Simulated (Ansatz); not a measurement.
## Scan of one atom of the cell for SrVO3 (cubic perovskite)

SrVO3 (cubic perovskite)

```xyz
5
Lattice="3.8577 0.0000 0.0000 0.0000 3.8577 0.0000 0.0000 0.0000 3.8577" Properties=species:S:1:pos:R:3 pbc="T T T"
Sr     0.0000     0.0000     0.0000
V      1.9288     1.9288     1.9288
O      0.0000     1.9288     1.9288
O      1.9288     1.9288     0.0000
O      1.9288     0.0000     1.9288
```

In this cell atom 1 (Sr, nearest neighbour O at 2.728 Å; its periodic images, 3.9 Å or more away, move with it) is moved by s along Cartesian x, unit vector (1.000, 0.000, 0.000); all other atoms and the cell stay fixed.

All values below come from PBE (plane waves to 420 eV, PAW, scalar-relativistic; Ansatz, a program for electronic structure). k mesh 10×10×10 (Γ-centred), Fermi-Dirac smearing 0.05 eV. The energy includes the smearing's −TS. With partly filled bands, energies and forces of such displacements shift with the k mesh and the smearing. SrVO3 is run without spin polarisation and with no Hubbard U. SrVO3 was relaxed with its symmetry unable to fall. The zero of ΔE is the undisplaced structure.

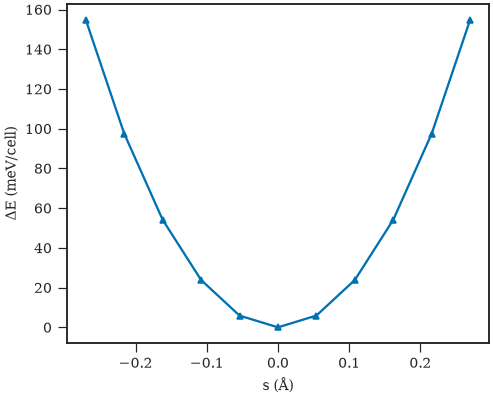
Figure: ΔE (meV/cell) against s (Å); markers are the computed points, lines only join them.

The force along the line at s = -0.270 Å is 1.20 eV/Å, the force constant k = d²E/ds² at s = 0 (finite differences) is 4.06 eV/Å² and the energy at s = 0.270 Å is 155 meV/cell. Symmetry of the curve: even: the same for both signs. Shape of the curve: a single well with its minimum at or next to zero displacement.

With its periodic images moving along, the atom's site symmetry in this cell is m-3m.

(A displaced cell: forces are minus the slopes of the energy, force constants its curvatures, and phonons follow from these.)
